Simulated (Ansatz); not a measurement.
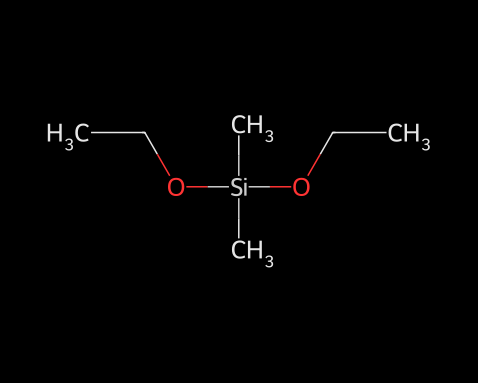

Simulated data, not a measurement (program: Ansatz).

Skeletal drawing of a molecule.

> Write the SMILES.

CCO[Si](C)(C)OCC

> Give the formula, hydrogens included.

C6H16O2Si.
